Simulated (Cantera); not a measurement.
A closed system holds: 1 mol Si, 3.8 mol SF6, equilibrated at 0.100 bar.

These are equilibrium values from Cantera (NASA tables, ideal gas, pure condensed phases), not measurements of a reactor. Candidate condensed phases: S, Si; 21 gas species. The tables' values for SF3, SF5 are old estimates; treat these amounts as uncertain. The numbers say what is thermodynamically allowed, not how fast it happens.

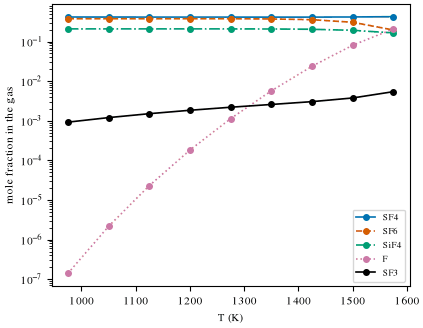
Figure: Equilibrium gas composition (values under 1e-9 drawn at 1e-9)

Task: Read off the mole fractions at 1350 K.

Result: SF4 about 0.41, SF6 about 0.37, SiF4 about 0.21, F about 0.0057, SF3 about 0.0026.
